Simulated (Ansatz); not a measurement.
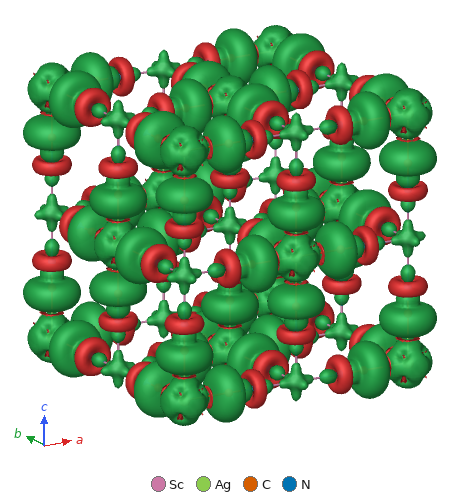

*ScAgC₆N₆. Isosurfaces of the spin density at +0.006 (green) and −0.006 e/Å³ (red), seen at an oblique angle. Sticks mark near contacts.*

Space group Fm-3m; a structure generated by program, which may or may not match a known phase; spin-polarised.

Level of theory: DFT PBE, scalar-relativistic, plane waves, PAW in Ansatz.

Core electrons are frozen (PAW), and the valence fields are smoothed inside the atomic spheres.

ScAgC₆N₆, 56 atoms, a = 11.16 Å, b = 11.16 Å, c = 11.16 Å, α = 90.00°, β = 90.00°, γ = 90.00°.

Question: Describe the spin distribution.

Answer: The spin density sits on Ag: +0.7 μB (×4) in one cell of 56 atoms, with smaller moments on other sites: C (up to +0.07 μB): parallel main moments, as they must be, since the calculation's own cell holds one magnetic site. The cell of the calculation (14 atoms) carries 2.0 μB of net spin moment.
